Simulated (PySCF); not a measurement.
# C5H10FNSi: what the fields show

Input

```
{"job": {"kind": "uv", "xc": "PBE0", "basis": "def2-SVPD", "nstates": 8, "ntriplets": 3}, "charge": 0, "multiplicity": 1}
N     -1.733604     2.127459    -0.638587
C     -1.568185     0.886140    -0.600100
C     -0.656194     0.095360     0.297473
C     -1.384752    -1.124688     0.854908
F     -0.578174    -1.797840     1.742234
C      0.549944    -0.322363    -0.525570
C      1.670024     0.707848    -0.722707
Si     2.191148    -0.789981     0.296082
H     -1.211490     2.653035     0.063005
H     -2.106920     0.305335    -1.345261
H     -0.323222     0.717803     1.135938
H     -2.286866    -0.837186     1.405457
H     -1.639494    -1.833831     0.060831
H      0.255656    -0.842143    -1.432816
H      2.011504     0.841969    -1.739533
H      1.518153     1.662273    -0.236700
H      2.979140    -1.817163    -0.356973
H      2.304573    -0.625709     1.730661
```

Launched as:

```sh
OMP_NUM_THREADS=1 python probes_run.py task.json out
```

Geometry: GFN2-xTB.

All numbers below come from PBE0/def2-SVPD, SCF density, gas phase in PySCF 2.14.0.

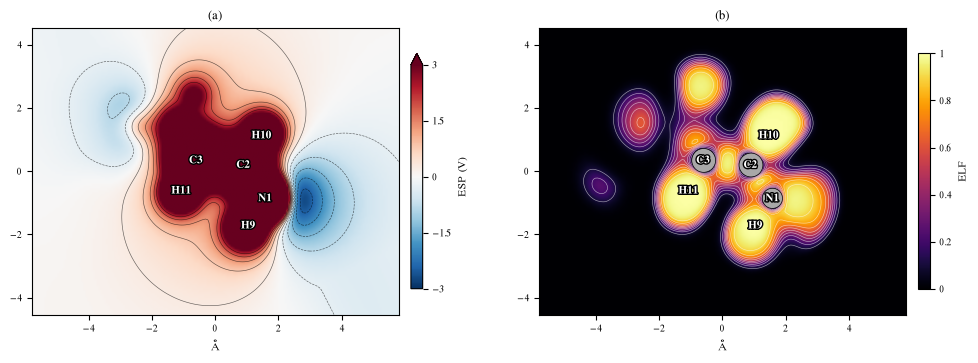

Figure 1. (a) electrostatic potential; (b) electron localisation function on the plane of atoms C2, N1 and H9. Grey discs cover the atomic cores in the ELF map.

What do the fields say about this system?

The section cuts through N, C and H sites.
C–N (1.25 Å): the ELF peaks at about 0.90 between the atoms; a short, multiple covalent bond.
C–C (1.50 Å): the ELF peaks at about 0.95 between the atoms, as expected for a covalent bond.
N–H (1.02 Å): the ELF climbs to about 1 towards the hydrogen, as it does in any bond to H; an ordinary covalent bond to hydrogen.
C–H (1.09 Å): the ELF climbs to about 1 towards the hydrogen: a covalent bond by its length.
The ELF also peaks beside N1, away from the bonds: lone-pair regions.
Outside the dense part of the molecule the potential is most negative (−2.7 V) near N1.

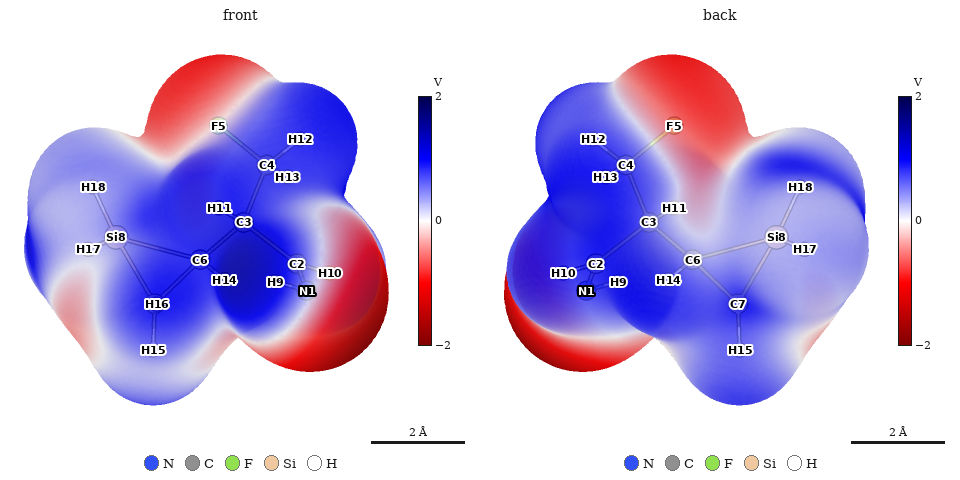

Figure 2. The electrostatic potential painted on the density surface at 0.002 e/bohr³, seen from the front and from behind; the colour scale runs from red (negative) to blue (positive).

Which sites attract a positive test charge, and which a negative one?

A positive charge is drawn to the negative regions and a negative charge to the positive ones. The most negative region (about −1.9 V) lies over N1, the most positive (about +1.5 V) over H9. N1 is the likeliest acceptor of a hydrogen bond.

What dipole moment does the calculation give?

Its dipole moment is 1.19 D.
